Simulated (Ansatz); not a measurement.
**ClGeH$_{2}$ (charge +1): density, localisation and related maps**

```xyz
4

Cl    0.7366   -1.2117   -0.3206
Ge   -1.2141    0.2338    0.3921
H     1.6968   -0.8550    0.4826
H    -1.9611   -0.5541   -0.7829
```

Geometry: B3LYP/6-31G*.

The calculation used isolated molecule in a Gaussian basis; Kohn-Sham density functional theory, functional PBE0 in Ansatz 0.2.0.

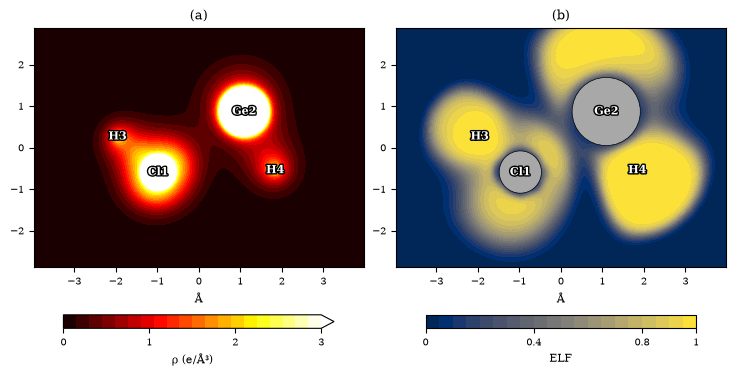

Figure 1. (a) total electron density; (b) electron localisation function on the molecular plane. Grey discs cover the atomic cores in the ELF map.

**Read the bonding off the picture.**

The section cuts through Cl, Ge and H sites.
Ge–Cl (2.53 Å): the density is about 0.37 e/Å³ at the midpoint, with its minimum of 0.33 e/Å³ about 1.1 Å from Ge; the ELF peaks at about 0.90 in the valence shell of Cl, 0.8 Å from its nucleus, and is about 0.50 at the midpoint.
Cl–H (1.30 Å): ρ is about 2 e/Å³ halfway; the ELF climbs to about 1 towards the hydrogen, as it does in any bond to H (an ordinary covalent bond to hydrogen).
Ge–H (1.60 Å): ρ is about 0.98 e/Å³ halfway; the ELF climbs to about 1 towards the hydrogen.
The ELF also peaks beside Cl1, away from the bonds: lone-pair regions.

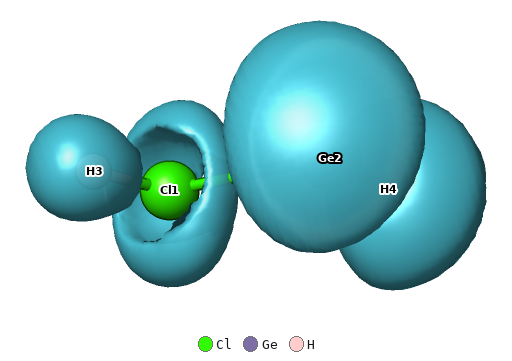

Figure 2. Isosurface of the electron localisation function at 0.85 (cyan), seen from one side. Core shells and regions of very low density are left out.

**Identify the bonds, lone pairs and shells in this picture.**

The surface consists of two regions around hydrogen nuclei, one lobe on Ge, pointing away from the bonds (lone pairs) and one region wrapped around Cl (its valence shell).

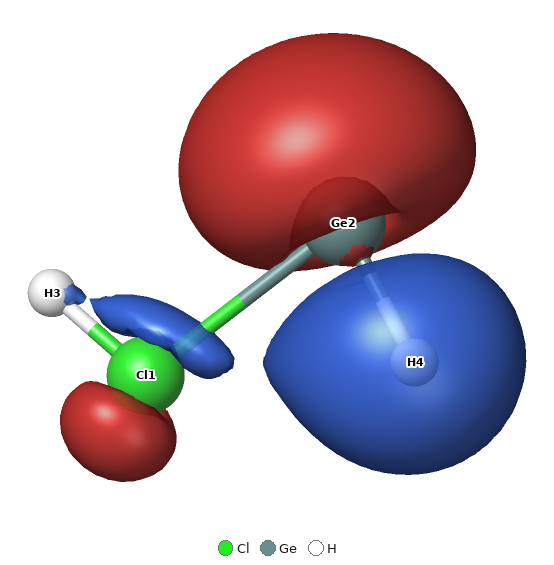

Figure 3. The HOMO at ±0.1 Å⁻³ᐟ² (red and blue are the two phases), seen at a tilt.

**Where does this orbital lie, and at what energy?**

It lies mainly on Ge2 (about 65 %) and H4 (about 25 %); it is symmetric in the molecular plane (an in-plane orbital: σ, lone-pair or in-plane π type). Its energy is −13.76 eV.
